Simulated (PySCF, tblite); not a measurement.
**B₃H₆N₃S, a small molecule taken as a stand-in for a surface group (BN ring, B site): NMR shifts, core binding energies and electronic excitations, part 1 of 2**

Aim: the NMR shifts, core binding energies and electronic excitations of `SB1NBNBN1`.

Computed with tblite 0.8.0 and PySCF 2.14.0; each step states its level. No surroundings beyond the atoms listed, unless a continuum is named. Atoms count from 0, parts from 1.

## (1) The system as given

13 atoms, charge 0, multiplicity 1; geometry: distance geometry start.

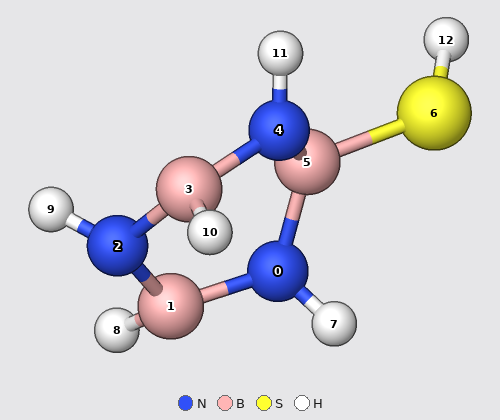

The starting geometry (nitrogen blue, boron pink, sulfur yellow, hydrogen white), atoms numbered.

## (2) Relaxing the cluster with GFN2-xTB

Job settings and geometry (Å):

```
{"job": {"kind": "relax", "xc": "GFN2-xTB", "basis": "xTB"}, "charge": 0, "multiplicity": 1}
N      0.770304     1.250216    -1.393364
B      1.070729     0.027108    -2.252015
N      0.550420    -1.350156    -1.701683
B      0.303721    -1.417655    -0.184666
N     -0.416514    -0.186542     0.443268
B     -0.390218     1.116542    -0.388420
S     -0.891970     2.689916     0.537749
H      1.575194     1.770072    -1.053863
H      0.992926     0.140277    -3.393783
H     -0.127146    -1.825387    -2.313931
H      1.167689    -1.841054     0.442630
H     -1.297111    -0.407421     0.925030
H     -2.046296     3.364306     0.355076
```

Level: GFN2-xTB geometry optimisation, gas phase.

Started as:

```bash
OMP_NUM_THREADS=1 python cluster_run.py task.json out
```

The driver reads the jobs from task.json and runs them one after another.

Output:

```text
step      E/eV     max force
  0    -512.21704    4.076
  1    -513.03050    2.660
  2    -513.94673    3.698
  3    -514.20927    1.166
  4    -514.40928    1.056
  5    -514.61851    1.312
  6    -514.79037    1.666
  7    -515.00959    1.538
  8    -515.22584    1.240
  9    -515.46877    1.247
 10    -515.63076    1.090
 11    -515.77869    1.259
 12    -515.90196    0.968
 13    -515.98728    0.936
 14    -516.06667    0.791
 15    -516.13620    0.757
 16    -516.21784    0.878
 17    -516.28927    0.900
 18    -516.35882    0.804
 19    -516.40850    0.601
 20    -516.44742    0.688
 21    -516.47776    0.469
 22    -516.50111    0.478
 23    -516.52021    0.364
 24    -516.53485    0.346
 25    -516.54608    0.303
 26    -516.55528    0.260
 27    -516.56231    0.189
 28    -516.56729    0.141
 29    -516.57002    0.141
 30    -516.57207    0.141
 31    -516.57436    0.132
 32    -516.57698    0.126
 33    -516.57934    0.119
 34    -516.58107    0.111
 35    -516.58259    0.114
 36    -516.58435    0.120
 37    -516.58630    0.126
 38    -516.58811    0.117
 39    -516.58951    0.123
 40    -516.59050    0.092
 41    -516.59112    0.052
 42    -516.59149    0.046
 43    -516.59177    0.037
 44    -516.59204    0.046
 45    -516.59231    0.043
 46    -516.59257    0.045
 47    -516.59278    0.041
 48    -516.59294    0.030
 49    -516.59307    0.029
 50    -516.59322    0.038
 51    -516.59344    0.047
 52    -516.59376    0.069
 53    -516.59413    0.081
 54    -516.59448    0.070
 55    -516.59478    0.051
 56    -516.59503    0.045
 57    -516.59523    0.038
 58    -516.59541    0.044
 59    -516.59560    0.045
 60    -516.59585    0.054
 61    -516.59615    0.054
 62    -516.59643    0.043
 63    -516.59667    0.043
 64    -516.59694    0.046
 65    -516.59734    0.064
 66    -516.59793    0.078
 67    -516.59873    0.094
 68    -516.59995    0.116
 69    -516.60232    0.204
 70    -516.60612    0.316
 71    -516.60554    0.603
 72    -516.62348    0.409
 73    -516.62776    0.392
 74    -516.64847    0.465
 75    -516.65209    0.980
 76    -516.67122    0.418
 77    -516.69064    0.193
 78    -516.71870    0.562
 79    -516.73611    0.420
 80    -516.74591    0.190
 81    -516.74870    0.452
 82    -516.75609    0.203
 83    -516.76226    0.150
 84    -516.76941    0.148
 85    -516.77238    0.218
 86    -516.77677    0.307
 87    -516.78063    0.247
 88    -516.78504    0.155
 89    -516.78821    0.114
 90    -516.79018    0.152
 91    -516.79246    0.250
 92    -516.79387    0.167
 93    -516.79583    0.051
 94    -516.79625    0.048
 95    -516.79671    0.041
 96    -516.79709    0.039
 97    -516.79741    0.032
 98    -516.79768    0.030
 99    -516.79792    0.033
100    -516.79812    0.028
101    -516.79825    0.023
102    -516.79832    0.021
103    -516.79839    0.022
104    -516.79847    0.027
105    -516.79856    0.025
106    -516.79863    0.021
107    -516.79868    0.014
108    -516.79870    0.010
109    -516.79871    0.008
```

Run time: 1.9 s. Hardware: 1 thread of Arm Neoverse V1, shared host.

The steps of the relaxation:

```
step  energy from step 0 (eV)  largest force (eV/Å)
   0                   0.0000                4.0756
   4                  -2.1922                1.0567
   8                  -3.0088                1.2404
  12                  -3.6849                0.9684
  16                  -4.0008                0.8779
  20                  -4.2304                0.6880
  24                  -4.3178                0.3459
  28                  -4.3502                0.1412
  32                  -4.3599                0.1263
  36                  -4.3673                0.1200
  40                  -4.3735                0.0920
  44                  -4.3750                0.0460
  48                  -4.3759                0.0299
  52                  -4.3767                0.0694
  56                  -4.3780                0.0447
  60                  -4.3788                0.0546
  64                  -4.3799                0.0462
  68                  -4.3829                0.1166
  72                  -4.4064                0.4087
  76                  -4.4542                0.4175
  80                  -4.5289                0.1901
  84                  -4.5524                0.1486
  88                  -4.5680                0.1548
  92                  -4.5768                0.1663
  96                  -4.5801                0.0391
 100                  -4.5811                0.0277
 104                  -4.5814                0.0278
 108                  -4.5817                0.0107
 109                  -4.5817                0.0081
```

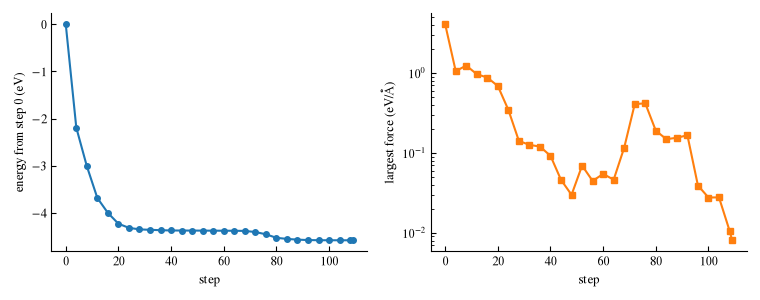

Energy and largest force along the relaxation.

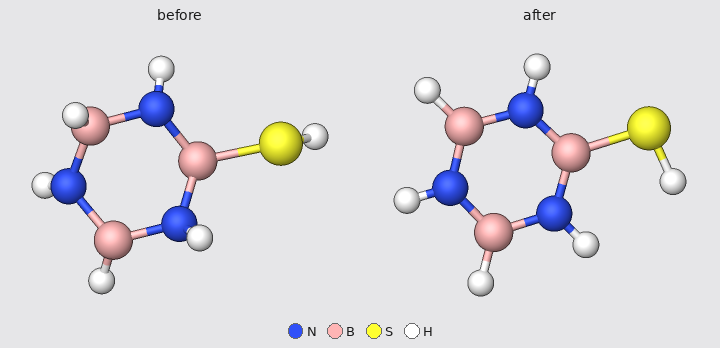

The geometry before (left) and after (right).

Close pairs (by a distance rule), those that changed most:

```csv
bond,before (Å),after (Å),change (Å)
B1–N2,1.572,1.416,-0.156
B3–N4,1.558,1.418,-0.140
N4–B5,1.546,1.415,-0.131
N0–B5,1.541,1.417,-0.124
N2–B3,1.538,1.418,-0.121
N0–B1,1.524,1.421,-0.104
B5–S6,1.893,1.826,-0.067
B3–H10,1.149,1.172,+0.023
```

## (3) Relaxing the molecule at PBE0-D3(BJ)/def2-SVP

Job settings and geometry (Å):

```
{"job": {"xc": "PBE0", "basis": "def2-SVP", "d3": "d3bj", "grid": 2, "kind": "geom", "shake": 0.01}, "charge": 0, "multiplicity": 1}
N      0.180289     0.953754    -0.644340
B      0.673281    -0.122061    -1.389160
N      0.567351    -1.399249    -0.796963
B      0.046903    -1.623806     0.483935
N     -0.488977    -0.497208     1.164044
B     -0.428531     0.820065     0.629729
S     -1.081019     2.221046     1.585626
H      0.231918     1.905627    -1.062567
H      1.159366     0.047826    -2.424306
H      0.947967    -2.190616    -1.286870
H     -0.057766    -2.700508     0.966865
H     -0.894986    -0.615749     2.092273
H     -0.845587     3.183508     0.689139
```

Output:

```text
step   0  E = -640.17160554  max force = 0.046191
step   1  E = -640.17645752  max force = 0.010851
step   2  E = -640.17654313  max force = 0.005012
step   3  E = -640.17661099  max force = 0.003877
step   4  E = -640.17664868  max force = 0.001333
step   5  E = -640.17665046  max force = 0.000255
optimisation converged
```

Run time: 54 s. Hardware: 1 thread of Arm Neoverse V1, shared host; peak memory 0.72 GiB.

The steps of the relaxation:

```
step  energy from step 0 (eV)  largest force component (eV/Å)
   0                   0.0000                          2.3752
   1                  -0.1320                          0.5580
   2                  -0.1344                          0.2577
   3                  -0.1362                          0.1994
   4                  -0.1372                          0.0685
   5                  -0.1373                          0.0131
```

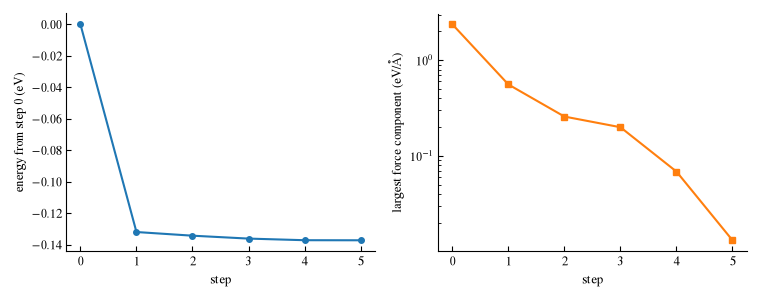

Energy and force, step by step.

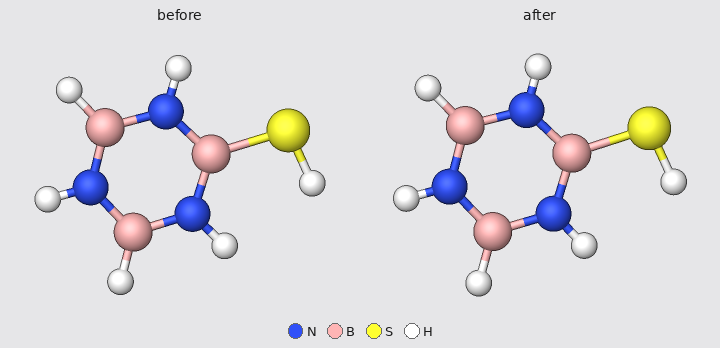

Before and after, at one scale.

Close pairs (by a distance rule), those that changed most:

```csv
bond,before (Å),after (Å),change (Å)
B1–H8,1.156,1.209,+0.053
N0–H7,1.041,1.011,-0.030
N0–B1,1.398,1.427,+0.029
N2–B3,1.401,1.427,+0.026
B3–H10,1.185,1.209,+0.024
B5–S6,1.817,1.832,+0.015
B1–N2,1.412,1.425,+0.014
S6–H12,1.336,1.348,+0.012
```

The end geometry stands in the next job.

```
                         at the end point                value
  point group (found at 0.08 Å tolerance)                   Cs
rotational constants (GHz, main isotopes)  5.182, 1.462, 1.141
                        dipole moment (D)                 1.07
```

## (4) NMR shieldings: PBE0/pcSseg-1

Job settings and geometry (Å):

```
{"job": {"kind": "nmr", "xc": "PBE0", "basis": "pcSseg-1"}, "charge": 0, "multiplicity": 1}
N      0.147012     0.987077    -0.683298
B      0.656180    -0.122506    -1.422165
N      0.550952    -1.415474    -0.831605
B     -0.036154    -1.624036     0.452175
N     -0.528649    -0.482215     1.148837
B     -0.452002     0.838569     0.606490
S     -1.117607     2.233646     1.590051
H      0.221982     1.905597    -1.098565
H      1.158310     0.036139    -2.510729
H      0.906175    -2.213780    -1.340235
H     -0.114975    -2.729155     0.936122
H     -0.948271    -0.620894     2.058938
H     -0.841693     3.212993     0.705281
```

Level: GIAO PBE0/pcSseg-1 NMR shielding, non-relativistic, gas phase.

Output:

```text
coarse grid: 11792 points
cycle   1  E = -640.3176845034  dE =  9.387e-01  |g| = 5.326e-01  |ddm| = 3.208e+00
cycle   2  E = -640.2844945542  dE =  3.319e-02  |g| = 6.852e-01  |ddm| = 8.804e-01
cycle   3  E = -640.3849906820  dE = -1.005e-01  |g| = 6.021e-02  |ddm| = 4.876e-01
cycle   4  E = -640.3857968039  dE = -8.061e-04  |g| = 2.494e-02  |ddm| = 8.062e-02
cycle   5  E = -640.3859366873  dE = -1.399e-04  |g| = 3.950e-03  |ddm| = 2.665e-02
cycle   6  E = -640.3859389309  dE = -2.244e-06  |g| = 2.501e-03  |ddm| = 4.929e-03
final grid: 110584 points
cycle   7  E = -640.4170452273  dE = -2.859e-05  |g| = 1.012e-02  |ddm| = 2.504e-02
cycle   8  E = -640.4170246478  dE =  2.058e-05  |g| = 1.419e-02  |ddm| = 1.612e-02
cycle   9  E = -640.4170671568  dE = -4.251e-05  |g| = 5.838e-04  |ddm| = 9.118e-03
cycle  10  E = -640.4170672201  dE = -6.333e-08  |g| = 2.286e-04  |ddm| = 6.244e-04
cycle  11  E = -640.4170672310  dE = -1.092e-08  |g| = 7.072e-05  |ddm| = 1.878e-04
cycle  12  E = -640.4170672319  dE = -8.758e-10  |g| = 2.506e-05  |ddm| = 5.645e-05
converged SCF energy = -640.4170672319

GIAO shielding tensors (ppm)
atom      isotropic    diamagn.    paramagn.     s11        s22        s33       span
  0 N      126.215     325.717    -199.502      3.035    166.468    209.142    206.107
  1 B       73.318     196.096    -122.778     46.054     60.189    113.712     67.658
  2 N      123.947     323.681    -199.734    -17.298    154.381    234.759    252.057
  3 B       73.344     196.144    -122.800     46.362     59.685    113.984     67.622
  4 N      128.139     323.729    -195.590     -2.226    159.198    227.445    229.671
  5 B       69.352     194.928    -125.576     44.088     57.475    106.493     62.405
  6 S      646.701    1057.429    -410.728    558.431    577.945    803.727    245.296
  7 H       26.411      32.685      -6.274     21.101     28.061     30.070      8.969
  8 H       26.630      29.043      -2.413     23.801     26.946     29.144      5.343
  9 H       25.825      29.889      -4.064     21.744     25.169     30.563      8.819
 10 H       26.607      28.748      -2.141     23.773     26.867     29.181      5.407
 11 H       26.079      31.090      -5.012     20.723     27.687     29.825      9.102
 12 H       30.088      30.442      -0.354     22.923     27.919     39.420     16.497
```

Run time: 15 s. Hardware: 1 thread of Arm Neoverse V1, shared host; peak memory 0.85 GiB.

Shifts follow as δ = σ(reference) − σ, with reference shieldings (ppm) from runs at the same level and on the same kind of geometry: ¹H TMS 31.27, ¹⁵N NH3 265.7, ¹¹B BF3·OEt2 100.7, ³³S CS2 496. The references are single molecules in the gas phase, so shifts against H2O, NH3, PH3, H3PO4 or CFCl3 are not on the usual liquid scales and can be off by tens of ppm.

| atoms | environment | σ (ppm) | δ (ppm) |
| --- | --- | --- | --- |
| H9 | hydrogen on a nitrogen bonded to 2 B | 25.83 | 5.44 |
| H11 | hydrogen on a nitrogen bonded to 2 B | 26.08 | 5.19 |
| H7 | hydrogen on a nitrogen bonded to 2 B | 26.41 | 4.86 |
| H10 | hydrogen on a boron bonded to 2 N | 26.61 | 4.66 |
| H8 | hydrogen on a boron bonded to 2 N | 26.63 | 4.64 |
| H12 | hydrogen on a sulfur bonded to B | 30.09 | 1.18 |
| N2 | nitrogen bonded to 2 B, H | 123.9 | 141.7 |
| N0 | nitrogen bonded to 2 B, H | 126.2 | 139.5 |
| N4 | nitrogen bonded to 2 B, H | 128.1 | 137.5 |
| B5 | boron bonded to 2 N, S | 69.4 | 31.4 |
| B1 | boron bonded to 2 N, H | 73.3 | 27.4 |
| B3 | boron bonded to 2 N, H | 73.3 | 27.4 |
| S6 | sulfur bonded to B, H | 647 | -151 |

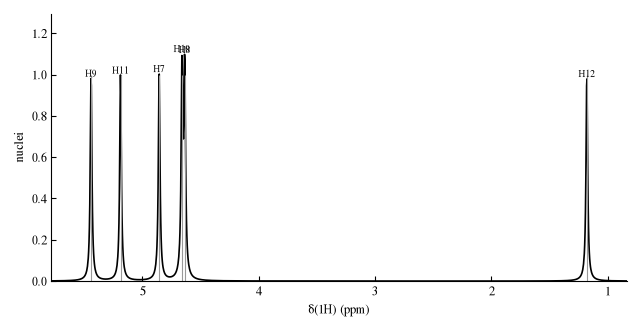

¹H lines at the computed shifts, without couplings. Lines are broadened to a width of 0.02 ppm (Lorentzian).

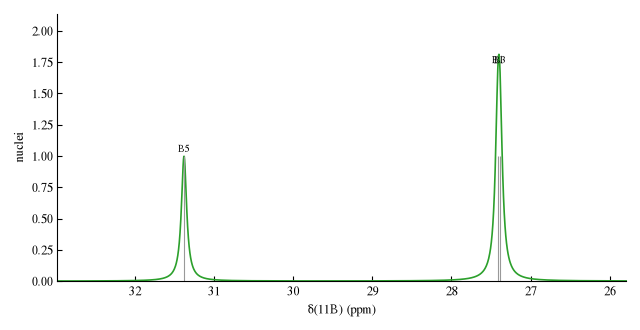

¹¹B lines at the computed shifts, without couplings. Lines are broadened to a width of 0.08 ppm (Lorentzian).

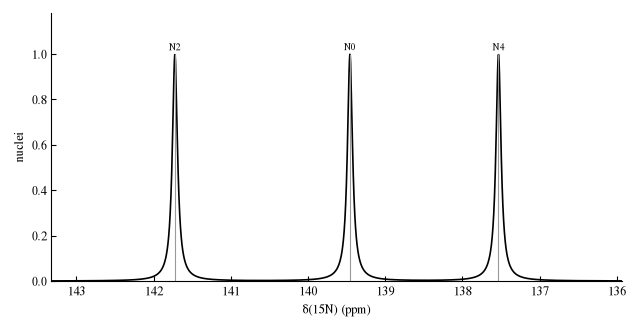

¹⁵N lines at the computed shifts, without couplings. Lines are broadened to a width of 0.08 ppm (Lorentzian).

The run also stored atomic charges by several schemes (e):

```csv
atoms,Mulliken,IAO,Hirshfeld,ESP fit
N0,-0.54,-0.46,-0.23,-0.47
B1,0.34,0.19,0.16,0.30
N2,-0.54,-0.46,-0.23,-0.40
B3,0.33,0.19,0.16,0.21
N4,-0.54,-0.46,-0.23,-0.39
B5,0.46,0.20,0.16,0.24
S6,-0.32,-0.11,-0.12,-0.38
```

Hirshfeld charges:

N0 -0.23; B1 0.16; N2 -0.23; B3 0.16; N4 -0.23; B5 0.16; S6 -0.12; H7 0.13; H8 -0.07; H9 0.14; H10 -0.07; H11 0.13; H12 0.06

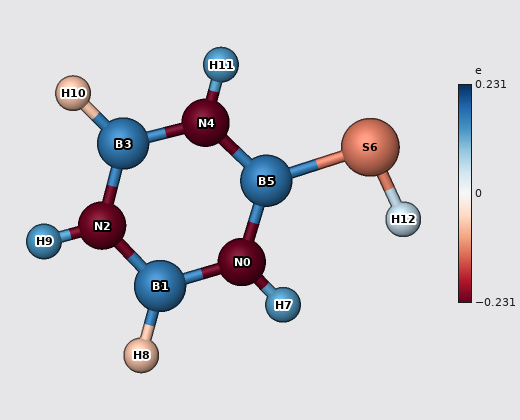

Hirshfeld charges, as colours on the atoms.

Mayer bond orders: N0–B1 1.15, B1–N2 1.16, N2–B3 1.16, B3–N4 1.16, N4–B5 1.14, B5–S6 1.08, B5–N0 1.15.

Ring of atoms N0, B1, N2, B3, N4, B5: NICS(0) -2.8, NICS(1) -3.0, NICS(1)zz -4.2 ppm (means of both faces).

(Continued in part 2 of 2.)
